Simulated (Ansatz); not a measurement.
## The unslipped end of a generalised stacking fault on (111) of a Pt-Ir solid solution (108 atoms): support functions against a reference

Wanted: errors and times of a linear-scaling basis for the unslipped end of a generalised stacking fault on (111) of a Pt-Ir solid solution (108 atoms). A setting counts as converged where the r.m.s. difference of forces stays under 1 % of the r.m.s. force.

Program: Ansatz 0.2.0. Level of theory: Kohn-Sham DFT, PBE, PAW (set soft_2), plane waves. Results are calculated unless marked as measured.

## 1. The structure

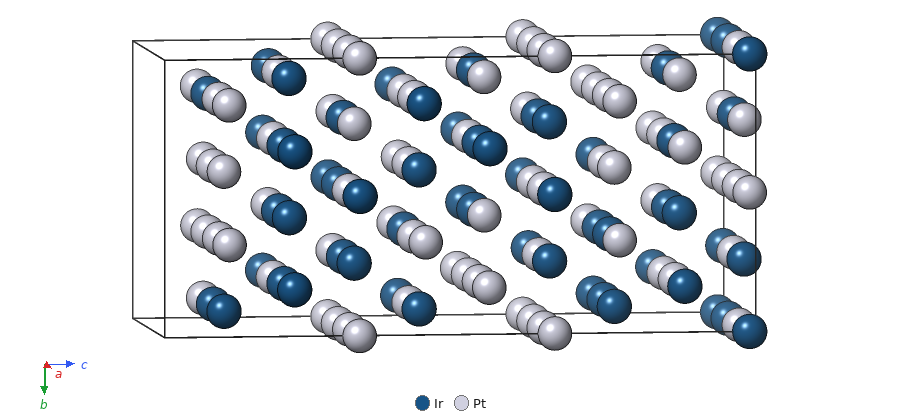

The cell as given, from the side, with the c axis across the page (iridium blue, platinum light grey). Some periodic images of atoms are drawn too.

The cell holds 108 atoms: 47 Ir and 61 Pt. Cell: a = 8.245 Å, b = 9.521 Å, c = 20.396 Å, α = 90.0°, β = 90.0°, γ = 90.0°. It derives from Pt and Ir. Fcc Pt lattice (a = 3.8868 Å, the value set for the mixture), cell with z along [111], 3 x 2 x 3 periods; the third cell vector is tilted by 0.000 of 1/2[1-10] and lengthened by 0.2 Å, so the stacking has no slip; displaced by a Gaussian of 0.01 Å; 47 of 108 Pt sites given to Ir at random (lattice constant by Vegard's rule between Pt and Ir).

Before any run, some limits are plain. The host structure and its lattice constant were typed by rule, without a check against the phase diagram. The electron count is odd and the run has no spin polarisation. Spin–orbit coupling is left out, which matters for the levels of the heavy elements.

## 2. Plane-wave single point

This run is the reference for what follows, at a cutoff of 420 eV.

input.yaml

```yaml
crystal:
  lattice:
    - [8.24515, 0.0, 0.0]
    - [0.0, 9.52068, 0.0]
    - [0.0, 0.0, 20.39641]
  atoms:
    - { symbol: Ir, position: [0.83194, 0.75118, 0.98902] }
    - { symbol: Ir, position: [0.83307, 0.91868, 0.10935] }
    - { symbol: Pt, position: [0.49919, 0.74981, 0.98929] }
    - { symbol: Ir, position: [0.50138, 0.91667, 0.10945] }
    - { symbol: Pt, position: [0.66389, 0.49991, 0.98963] }
    - { symbol: Pt, position: [0.66717, 0.66813, 0.11013] }
    - { symbol: Ir, position: [0.66854, 0.83308, 0.21978] }
    - { symbol: Pt, position: [0.83117, 0.24884, 0.9897] }
    - { symbol: Pt, position: [0.83272, 0.41542, 0.10929] }
    - { symbol: Ir, position: [0.83174, 0.58422, 0.21998] }
    - { symbol: Ir, position: [0.83243, 0.7505, 0.3295] }
    - { symbol: Ir, position: [0.83457, 0.91789, 0.43933] }
    - { symbol: Ir, position: [0.16644, 0.74957, 0.98929] }
    - { symbol: Pt, position: [0.16858, 0.91741, 0.11015] }
    - { symbol: Pt, position: [0.33332, 0.49995, 0.98956] }
    - { symbol: Pt, position: [0.33206, 0.66737, 0.10879] }
    - { symbol: Pt, position: [0.33384, 0.8333, 0.21921] }
    - { symbol: Ir, position: [0.49957, 0.25153, 0.99072] }
    - { symbol: Pt, position: [0.49955, 0.41781, 0.10882] }
    - { symbol: Ir, position: [0.49798, 0.58297, 0.21986] }
    - { symbol: Ir, position: [0.49904, 0.75041, 0.32955] }
    - { symbol: Pt, position: [0.49873, 0.91804, 0.43974] }
    - { symbol: Pt, position: [0.66557, 0.99984, 0.98937] }
    - { symbol: Pt, position: [0.66717, 0.16544, 0.10965] }
    - { symbol: Ir, position: [0.66606, 0.33498, 0.22004] }
    - { symbol: Pt, position: [0.66734, 0.49965, 0.32963] }
    - { symbol: Pt, position: [0.66762, 0.6681, 0.43911] }
    - { symbol: Pt, position: [0.66389, 0.83315, 0.54984] }
    - { symbol: Ir, position: [0.83461, 0.08207, 0.2191] }
    - { symbol: Pt, position: [0.83237, 0.24815, 0.32967] }
    - { symbol: Ir, position: [0.83259, 0.41689, 0.43938] }
    - { symbol: Pt, position: [0.83328, 0.58296, 0.54944] }
    - { symbol: Ir, position: [0.83262, 0.75009, 0.66014] }
    - { symbol: Ir, position: [0.83384, 0.91638, 0.7695] }
    - { symbol: Pt, position: [0.00042, 0.49905, 0.98946] }
    - { symbol: Pt, position: [0.99968, 0.6683, 0.1097] }
    - { symbol: Ir, position: [0.99845, 0.83228, 0.21993] }
    - { symbol: Pt, position: [0.16737, 0.25026, 0.99009] }
    - { symbol: Pt, position: [0.16512, 0.41653, 0.11035] }
    - { symbol: Pt, position: [0.16604, 0.58272, 0.2196] }
    - { symbol: Pt, position: [0.1689, 0.75076, 0.32912] }
    - { symbol: Ir, position: [0.16543, 0.9162, 0.43943] }
    - { symbol: Ir, position: [0.3337, 0.99963, 0.98904] }
    - { symbol: Ir, position: [0.33115, 0.16897, 0.10944] }
    - { symbol: Pt, position: [0.33324, 0.33315, 0.21988] }
    - { symbol: Ir, position: [0.33401, 0.4996, 0.33004] }
    - { symbol: Ir, position: [0.33283, 0.66531, 0.4409] }
    - { symbol: Pt, position: [0.33407, 0.83167, 0.54921] }
    - { symbol: Pt, position: [0.50181, 0.08195, 0.21949] }
    - { symbol: Ir, position: [0.50057, 0.24871, 0.32898] }
    - { symbol: Pt, position: [0.50111, 0.41703, 0.43987] }
    - { symbol: Ir, position: [0.49954, 0.58525, 0.54987] }
    - { symbol: Pt, position: [0.49901, 0.7502, 0.66001] }
    - { symbol: Ir, position: [0.50161, 0.91517, 0.77002] }
    - { symbol: Pt, position: [0.66448, 0.00074, 0.33042] }
    - { symbol: Pt, position: [0.66586, 0.16686, 0.44047] }
    - { symbol: Ir, position: [0.66535, 0.33212, 0.55002] }
    - { symbol: Pt, position: [0.66489, 0.50171, 0.65947] }
    - { symbol: Ir, position: [0.668, 0.66684, 0.77077] }
    - { symbol: Pt, position: [0.66665, 0.83301, 0.88106] }
    - { symbol: Pt, position: [0.83432, 0.08428, 0.54909] }
    - { symbol: Ir, position: [0.83211, 0.24867, 0.65982] }
    - { symbol: Pt, position: [0.83208, 0.41597, 0.76957] }
    - { symbol: Ir, position: [0.83293, 0.58173, 0.87952] }
    - { symbol: Ir, position: [0.00207, 6.0e-05, 0.98944] }
    - { symbol: Pt, position: [0.9987, 0.16522, 0.10911] }
    - { symbol: Ir, position: [0.99993, 0.33484, 0.22019] }
    - { symbol: Ir, position: [0.0013, 0.49819, 0.3306] }
    - { symbol: Pt, position: [0.00069, 0.66603, 0.44137] }
    - { symbol: Pt, position: [0.99892, 0.83209, 0.54905] }
    - { symbol: Ir, position: [0.16535, 0.08352, 0.22069] }
    - { symbol: Pt, position: [0.16605, 0.24986, 0.32957] }
    - { symbol: Pt, position: [0.16687, 0.41695, 0.43987] }
    - { symbol: Ir, position: [0.16949, 0.5827, 0.54938] }
    - { symbol: Ir, position: [0.16739, 0.74959, 0.66029] }
    - { symbol: Ir, position: [0.16692, 0.91591, 0.77018] }
    - { symbol: Pt, position: [0.33442, 0.00225, 0.32926] }
    - { symbol: Pt, position: [0.33308, 0.16698, 0.44038] }
    [... 24 atom lines left out ...]
    - { symbol: Pt, position: [0.33263, 0.33527, 0.87989] }
    - { symbol: Ir, position: [0.4997, 0.08308, 0.87905] }
    - { symbol: Pt, position: [0.00014, 0.99977, 0.65998] }
    - { symbol: Pt, position: [0.00131, 0.16566, 0.76944] }
    - { symbol: Pt, position: [0.00096, 0.33403, 0.87968] }
    - { symbol: Pt, position: [0.16803, 0.0827, 0.87911] }
kpoints:
  mp_grid: { grid: [2, 2, 1] }
hamiltonian:
  xc: pbe
scf:
  occupations: { method: fermi_dirac, width: 0.1 }
output:
  forces: true
  stress: true
  populations: true
  dos:
    method: { smearing: { sigma: 0.1 } }
    de: 0.1
    projected: { site_lists: { Ir: [Ir], Pt: [Pt] } }
  eigenvalues: true
  write_density: true
  write_potential: true
  volumetric_format: npy
```

The run is started by

```console
$ ansatz run input.yaml --threads 8 --pin off --max-ram 15872MiB --backend cpu --events-out ev --progress --plain --runs-dir out
```

Numbers of over 12 decimals in the logs are rounded to 6 here.

The log of the run:

```text
Engine: ansatz 0.2.0, aarch64-unknown-linux-gnu
Pseudopotentials: kind: paw
Pseudopotential: Ir, paw, valence charge 17, recommended cutoff 420 eV (normal), Ir.paw.azcp
Pseudopotential: Pt, paw, valence charge 18, recommended cutoff 420 eV (normal), Pt.paw.azcp
[... 5 lines on functional and potentials left out ...]
Crystal: 108 atoms, lattice volume = 1601.107 Å³
Basis set: ecut = 420 eV, 31265 PW (Γ), exchange–correlation on 120×128×288 points (8 copies of the dense FFT grid, shifted against one another)
Bands: 1139, of which v1, the nominal top of the filled ones, is band 949 counted from 1 (948 counted from 0)
Symmetry: 1 space group operations
Space group: P1 (ITA 1), of the structure as read, at distance tolerance 1.2e-4 Å
k-points: 4
[... 5 lines on functional and potentials left out ...]
Initial density: superposition of atomic densities (neutral atoms: chi_scale 0, normalization atom), corrected by the library's trained network
Initial wavefunctions: pseudopotential atomic-orbital guess
Functional: x = pbe(κ = 0.804, μ = 0.219515), c = pbe(β = 0.066725)
SCF iter   1: F=—  HF=-1324857.343259 eV  |F-HF|=—  |Δ(HF+E_count)|=         —  Δρ=9.01e-3  dr2=1.65e1  ethr=1.77e-3  ⟨swp⟩=5.0  Hψ=14835  notcnv=0  defer=324
preconditioner: auto → Kerker (q_TF=auto, 2.807 Å⁻¹)  [metal: Δε(μ)=0.008 eV  Ē_g=7.751 eV  σ=0.100 eV  W_gap=0.02  n_scr=608 (ndim 8)  ℏωp=29.8 eV  f_vac=0.000  D(μ)=135.77/eV (n_scr^D=1596)]
SCF iter   2: F=—  HF=-1324857.321490 eV  |F-HF|=—  |Δ(HF+E_count)|=   2.18e-2  Δρ=4.66e-3  dr2=5.93e0  ethr=8.69e-4  ⟨swp⟩=1.0  Hψ=5240  notcnv=0  defer=348
SCF iter   3: F=—  HF=-1324857.289899 eV  |F-HF|=—  |Δ(HF+E_count)|=   3.16e-2  Δρ=6.45e-4  dr2=2.75e-1  ethr=3.13e-4  ⟨swp⟩=1.0  Hψ=4188  notcnv=0  defer=348
SCF iter   4: F=—  HF=-1324857.285337 eV  |F-HF|=—  |Δ(HF+E_count)|=   4.56e-3  Δρ=2.15e-4  dr2=2.27e-2  ethr=1.45e-5  ⟨swp⟩=1.0  Hψ=4188  notcnv=0  defer=348
SCF iter   5: F=—  HF=-1324857.285135 eV  |F-HF|=—  |Δ(HF+E_count)|=   2.03e-4  Δρ=6.15e-5  dr2=1.94e-4  ethr=1.20e-6  ⟨swp⟩=1.0  Hψ=4188  notcnv=0  defer=348
SCF iter   6: F=—  HF=-1324857.285101 eV  |F-HF|=—  |Δ(HF+E_count)|=   3.39e-5  Δρ=1.64e-5  dr2=1.23e-5  ethr=1.02e-8  ⟨swp⟩=2.0  Hψ=4589  notcnv=0  defer=348
SCF iter   7: F=—  HF=-1324857.291416 eV  |F-HF|=—  |Δ(HF+E_count)|=   6.31e-3  Δρ=4.33e-6  dr2=1.38e-6  ethr=6.49e-10  ⟨swp⟩=1.5  Hψ=5055  notcnv=0  defer=349
SCF iter   8: F=—  HF=-1324857.291415 eV  |F-HF|=—  |Δ(HF+E_count)|=   6.36e-8  Δρ=1.22e-6  dr2=2.00e-7  ethr=7.28e-11  ⟨swp⟩=1.5  Hψ=4196  notcnv=0  defer=349
SCF iter   9: F=-1324857.291415 eV  HF=-1324857.291415 eV  |F-HF|=1.09e-8  |Δ(HF+E_count)|=   7.68e-9  Δρ=3.36e-7  dr2=1.19e-8  ethr=5.27e-12  ⟨swp⟩=11.0  Hψ=26206  notcnv=0
SCF 1 converged in 9 iterations: F = -1324857.291415 eV  dr2 = 1.19e-8
  greatest PAW one-centre occupation: 1.000 electrons in one spin orbital (limit 2), on the Pt atom at site 94 (counted from 0), in its partial waves of l = 0
SCF converged after 9 iterations
Free energy (F): -1324857.291415 eV
Harris-Foulkes:  -1324857.291415 eV  (|F-HF|=1.09e-8)
Internal energy: -1324852.775694 eV  (E = F + TS)
E sigma→0 (E₀):  -1324855.033555 eV
Entropy (-TS):   -4.515721 eV (-41.812 meV/atom)
Fermi energy:    24.168550 eV
--- Per-component energies (eV) ---
  E_band       = -12250.124408
  E_kinetic    = 68213.145885
  E_local      = -141802.744987  (includes V_loc(G=0)·N_el)
  E_nonlocal   = 15578.956123
  E_hartree    = 53430.252436
  E_xc         = -28585.692540
  E_vxc        = -32608.832890  (∫ρ·V_xc dr)
  E_paw        = -1010188.714555  (= ΣΔE_a)
  E_vpaw       = -28491.166741  (= ΣTr[D̂ρ^β])
  E_aug_tail   = 0.014504  (compensation charges beyond the density's cutoff)
  E_ewald      = -281497.992559
  E_smearing   = -4.515721  (= −TS)
  E_closure    = -0.000000  (closes the sum)
  Σ components = -1324857.291415   (vs F -1324857.291415, Δ=0.00e0)
--- Forces (eV/Å), atoms counted from 1 ---
  atom   1  Ir     1.02129915     0.30448025     0.68658184
  atom   2  Ir    -0.17307836    -0.18777339    -0.69472123
  atom   3  Pt    -0.11312638     0.27274743     1.31209479
  atom   4  Ir     0.08096619     0.44266350    -0.97535499
  atom   5  Pt     0.45250838     0.09042298     0.54381502
  atom   6  Pt     0.01931403     0.37145614    -0.81531747
  atom   7  Ir     0.41670892    -0.26837378    -0.22671801
  atom   8  Pt    -0.05853349    -0.03868873     0.89741865
  atom   9  Pt     0.06560523     0.15595812    -0.43261219
  atom  10  Ir    -0.17789256    -0.12968701     0.62466832
  atom  11  Ir     0.11310329    -0.29873973    -0.43763064
  atom  12  Ir     0.45556235    -0.02476126    -0.29947676
  atom  13  Ir    -0.65136308     0.78124792     0.77739850
  atom  14  Pt    -0.07786759     0.44004278    -1.31508449
[...]
atom 107  Pt    -0.31210875     0.11150844    -0.19014449
  atom 108  Pt    -0.04074502    -0.14593783     0.42937213
  max |Σ_I F_I| component: 5.46e-6 eV/Å
--- Stress (GPa, compression-positive) ---
        7.454585       0.053389      -0.101086
        0.053389       7.572845      -0.059736
       -0.101086      -0.059736       4.892338
  P = ⅓ Tr σ = 6.6399 GPa (66.399 kbar)
--- Band table (eV) ---
  k-point 0: bands = ["-74.9243", "-74.9136", "-74.8961", "-74.8694", [... 1123 levels ...], "33.2839", "33.2875", "33.3188", "33.3613", "33.3796", "33.5301", "33.5437", "33.5695", "33.5875", "33.6096", "34.1100", "34.1588"]
[...]
--- Löwdin populations: 108 sites ---
  site symbol       q [e]
     0     Ir     16.8319
     1     Ir     16.8030
     2     Pt     17.8601
[...]
107     Pt     17.8600
  spilling = 0.009857 (of n_electrons = 1897.000000)
```

Run time: 6.1 min. Hardware: 8 threads of Arm Neoverse V1, shared host; peak memory 10 GiB.

The program notes that it cut back its work space to fit the memory limit.

Read from the output:

| Quantity | Value |
| --- | --- |
| free energy | -1324857.2914 eV |
| free energy per atom | -12267.1971 eV/atom |
| SCF cycles | 9 |
| pressure | 6.64 GPa |
| r.m.s. force component | 0.451 eV/Å |
| longest force | 1.52 eV/Å |
| Fermi energy | 24.17 eV |
| levels partly filled by over 2 per cent | 213 |
| spilling of the projection | 0.009857 |

The r.m.s. force component of 0.45 eV/Å sets the scale for the differences below.

## 3. Support functions low

The cell is solved in localised support functions. The level low gives here a grid of 48×48×90 points and a radius of 3.76 Å.

This step: Kohn-Sham DFT, PBE, PAW (set soft_2), localised support functions (low) (Ansatz 0.2.0).

input.yaml, the sections that differ from step 2:

```yaml
scf:
  occupations: { method: fermi_dirac, width: 0.1 }
  eigensolver: { kind: { support_functions: { accuracy: low } } }
  mixing: { beta: 0.4 }
  max_iter: 150
output:
  forces: true
# crystal, kpoints, hamiltonian: as in step 2
```

The log of the run:

```text
Warning: scf.eigensolver.kind.support_functions: disabling space-group detection — the functions' gradient is summed over unrotated k-points, so no spatial operation reduces the k-mesh or symmetrises the density; time reversal is kept, so that k and −k are solved as one point where they differ and the mesh holds both, and exact exchange and, on two spinor components, a DFT+U term hold to it where the run has them: [...]
settings of this run that can trade accuracy for cost: scf.eigensolver.kind.support_functions; scf.eigensolver.kind.support_functions.accuracy: low [...]
[...]
Crystal: 108 atoms, lattice volume = 1601.107 Å³
Basis set: ecut = 420 eV, 31265 PW (Γ), exchange–correlation on 120×128×288 points (8 copies of the dense FFT grid, shifted against one another)
Bands: 1139, of which v1, the nominal top of the filled ones, is band 949 counted from 1 (948 counted from 0)
Symmetry: 1 space group operations
k-points: 4
[...]
Eigensolver: Support functions (low, 48×48×90 points, laid for a spacing of at most 0.228497 Å, radius 3.757954 Å, 1 species' potentials softened for the grid, 1 wholly corrected for its errors in the mean over positions, 2 with the egg-box correction, energy correction by stochastic trace)
[...]
SCF iter   1: F=—  HF=-1324908.572547 eV  |F-HF|=—  |Δ(HF+E_count)|=         —  Δρ=1.73e-1  dr2=1.63e3  ethr=1.00e-1
[...]
SCF iter  16: F=—  HF=-1324857.248720 eV  |F-HF|=—  |Δ(HF+E_count)|=   1.31e-2  Δρ=1.24e-5  dr2=3.57e-6  ethr=8.98e-10  κ⁻¹=4.8e-5(r=7)
SCF iter  17: F=-1324857.260469 eV  HF=-1324857.260469 eV  |F-HF|=8.62e-7  |Δ(HF+E_count)|=   1.17e-2  Δρ=1.17e-5  dr2=2.03e-6  ethr=1.88e-10
SCF 1 converged in 17 iterations: F = -1324857.536480 eV  dr2 = 2.03e-6
[...]
SCF converged after 17 iterations
Stability not checked: this state was not tested for a lower state beside it, because the mixer in use, unlike msr1, does not test its closes by its own steps (another_mixer; see scf.mixing.algorithm and scf.lower_state_search)
Free energy (F): -1324857.536480 eV
[...]
Internal energy: -1324853.025607 eV  (E = F + TS)
E sigma→0 (E₀):  -1324855.281044 eV
Entropy (-TS):   -4.510873 eV (-41.767 meV/atom)
Fermi energy:    24.169567 eV
[...]
Σ components = -1324857.536480   (vs F -1324857.536480, Δ=0.00e0)
--- Forces (eV/Å), atoms counted from 1 ---
  atom   1  Ir     1.02422681     0.30547135     0.68347687
  atom   2  Ir    -0.17311738    -0.18603460    -0.68919965
  atom   3  Pt    -0.11340938     0.27415964     1.30932406
  atom   4  Ir     0.08219631     0.44367882    -0.97241042
[...]
atom 108  Pt    -0.04089458    -0.14811042     0.42951181
  max |Σ_I F_I| component: 1.39e-2 eV/Å
--- Band table (eV) ---
[...]
guard bands above this table: 124 of the run's 1139 bands (output.publish_guard_bands: true publishes all)
[...]
```

Wall time 4.7 min (8 threads); peak memory 5.8 GiB; 37 min of CPU time.

The program notes that the band table was not solved further than the SCF left it and it switched symmetry off.

Keys that differ from the reference: support_functions.accuracy = "low", scf.max_iter = 150 and scf.mixing.beta = 0.4.

Forces differ from the reference by 1.7 meV/Å r.m.s., 0.37 % of their size, within a tolerance of 1 %; the energy by -2.3 meV/atom.

## 4. Support functions medium, spacing 0.411 Å (grid laid 0.397 Å)

The grid spacing sets how fine a wave the support functions can hold. The typed value is an upper bound: the grid laid has 24×24×54 points, 0.397 Å apart at most.

This step: Kohn-Sham DFT, PBE, PAW (set soft_2), localised support functions (medium) (Ansatz 0.2.0).

input.yaml, the sections that differ from step 3:

```yaml
scf:
  occupations: { method: fermi_dirac, width: 0.1 }
  eigensolver: { kind: { support_functions: { accuracy: medium, spacing: 0.411 } } }
  mixing: { beta: 0.4 }
  max_iter: 150
# crystal, kpoints, hamiltonian, output: as in step 3
```

The log of the run:

```text
[...]
Crystal: 108 atoms, lattice volume = 1601.107 Å³
Basis set: ecut = 420 eV, 31265 PW (Γ), exchange–correlation on 120×128×288 points (8 copies of the dense FFT grid, shifted against one another)
Bands: 1139, of which v1, the nominal top of the filled ones, is band 949 counted from 1 (948 counted from 0)
Symmetry: 1 space group operations
k-points: 4
[...]
Eigensolver: Support functions (medium, 24×24×54 points, laid for a spacing of at most 0.411000 Å, radius 3.757954 Å, 1 species' potentials softened for the grid, 1 wholly corrected for its errors in the mean over positions, 2 with the egg-box correction, energy correction by stochastic trace)
[...]
SCF iter   1: F=—  HF=-1324874.575933 eV  |F-HF|=—  |Δ(HF+E_count)|=         —  Δρ=1.78e-1  dr2=1.67e3  ethr=1.00e-1
[...]
SCF iter  18: F=-1324850.818999 eV  HF=-1324850.818999 eV  |F-HF|=1.15e-7  |Δ(HF+E_count)|=   1.24e-2  Δρ=4.04e-6  dr2=2.65e-7  ethr=7.17e-11
SCF 1 converged in 18 iterations: F = -1324851.177902 eV  dr2 = 2.65e-7
[...]
SCF converged after 18 iterations
[...]
Free energy (F): -1324851.177902 eV
[...]
Internal energy: -1324846.665654 eV  (E = F + TS)
E sigma→0 (E₀):  -1324848.921778 eV
Entropy (-TS):   -4.512248 eV (-41.780 meV/atom)
Fermi energy:    24.204874 eV
[...]
--- Forces (eV/Å), atoms counted from 1 ---
  atom   1  Ir     0.95749902     0.20274522     0.72169782
  atom   2  Ir    -0.10803368    -0.33795308    -0.56513459
  atom   3  Pt    -0.13520060     0.32516173     1.04523740
  atom   4  Ir     0.10391154     0.44718997    -0.87187286
  atom   5  Pt     0.42755504     0.08655140     0.37058401
  atom   6  Pt    -0.00870563     0.16349260    -0.57200550
  atom   7  Ir     0.40389718    -0.24680205    -0.11463093
  atom   8  Pt    -0.06045690     0.11798410     0.72376485
  atom   9  Pt     0.03851478     0.34102453    -0.09335676
  atom  10  Ir    -0.20894176    -0.20568712     0.68976984
  atom  11  Ir     0.14013903    -0.36255813    -0.24497661
  atom  12  Ir     0.42646108    -0.10112628    -0.15943937
  atom  13  Ir    -0.67044071     0.81828858     0.81565229
  atom  14  Pt    -0.08142865     0.33471118    -1.06910053
[...]
atom 107  Pt    -0.33233890     0.01159286    -0.15967924
  atom 108  Pt    -0.05193639    -0.03070901     0.29847681
  max |Σ_I F_I| component: 2.41e1 eV/Å
--- Band table (eV) ---
[...]
```

Wall time 3.2 min (8 threads); peak memory 3.8 GiB; 25 min of CPU time.

The program notes that the forces don't sum to zero within tolerance and the grid leaves an egg-box force.

Forces differ from the reference by 201 meV/Å r.m.s., 45 % of their size, far over a tolerance of 1 %; the energy by +57 meV/atom. The setting is coarser than the default on purpose.

(Part 1 of 2 ends here.)

[Logs are printed without paths, hosts, clocks, repeated set-up lines and the standing remarks that a program may print on its own settings, such as how far it seeks lower states.]

[Hosts, paths, dates, database ids (printed as entryN), source tags and the programs' standing remarks are cut or masked in the printed files.]
